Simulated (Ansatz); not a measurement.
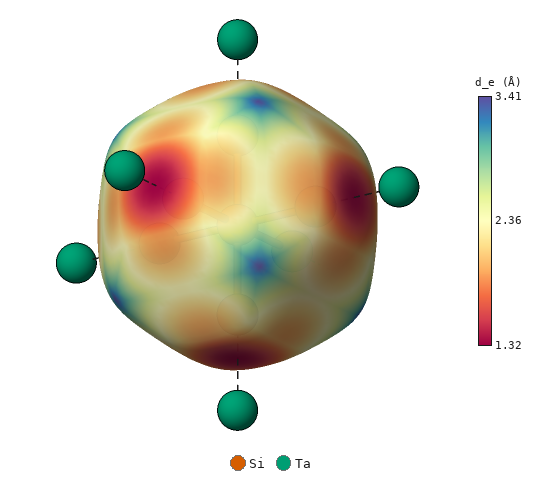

Hirshfeld surface computed for one Si7 unit (covalently bonded non-metal atoms) in TaSi7 (Fm-3m), coloured by d_e. Dashed lines lead to the closest neighbours outside.

The surface is where the fragment's share of the procrystal density (the sum of the densities of spherically averaged neutral Hartree-Fock atoms) equals one half. d_i and d_e are the distances from the surface to the nearest nucleus inside and outside. From Rb on the atoms have core potentials, so only their outer electrons count.

Source of the atomic positions: coordinates from a relaxation with DFT PBE, scalar-relativistic, plane waves, PAW (Ansatz 0.2.0); the starting structure was generated, so it need not be a known form of this composition.

```xyz
32
Lattice="9.5365 0.0000 0.0000 0.0000 9.5365 0.0000 0.0000 0.0000 9.5365" Properties=species:S:1:pos:R:3 pbc="T T T"
Ta    0.0000    0.0000    0.0000
Si    2.4640    0.0000    0.0000
Si    7.0725    0.0000    0.0000
Si    4.7683    7.2323    0.0000
Si    4.7683    2.3042    0.0000
Si    4.7683    0.0000    7.2323
Si    0.0000    0.0000    7.0725
Si    4.7683    0.0000    0.0000
Ta    0.0000    4.7683    4.7683
Si    2.4640    4.7683    4.7683
Si    7.0725    4.7683    4.7683
Si    4.7683    2.4640    4.7683
Si    4.7683    7.0725    4.7683
Si    4.7683    4.7683    2.4640
Si    0.0000    4.7683    2.3042
Si    4.7683    4.7683    4.7683
Ta    4.7683    0.0000    4.7683
Si    7.2323    0.0000    4.7683
Si    2.3042    0.0000    4.7683
Si    0.0000    7.2323    4.7683
Si    0.0000    2.3042    4.7683
Si    0.0000    0.0000    2.4640
Si    4.7683    0.0000    2.3042
Si    0.0000    0.0000    4.7683
Ta    4.7683    4.7683    0.0000
Si    7.2323    4.7683    0.0000
Si    2.3042    4.7683    0.0000
Si    0.0000    2.4640    0.0000
Si    0.0000    7.0725    0.0000
Si    0.0000    4.7683    7.2323
Si    4.7683    4.7683    7.0725
Si    0.0000    4.7683    0.0000
```

### What is the shortest distance from the fragment to an atom outside it?

Si–Ta, 2.46 Å.

### How is the surface shared among contacts (nearest atom inside ··· nearest atom outside)?

Si···Si 75 %, Si···Ta 25 %. The surface faces 30 neighbours with more than 2 % of its area each: 24 Si + 6 Ta.

### Give the size and shape of the surface.

It encloses about 175 Å³, has an area of about 153 Å² and a globularity of 0.99 (1 for a sphere).
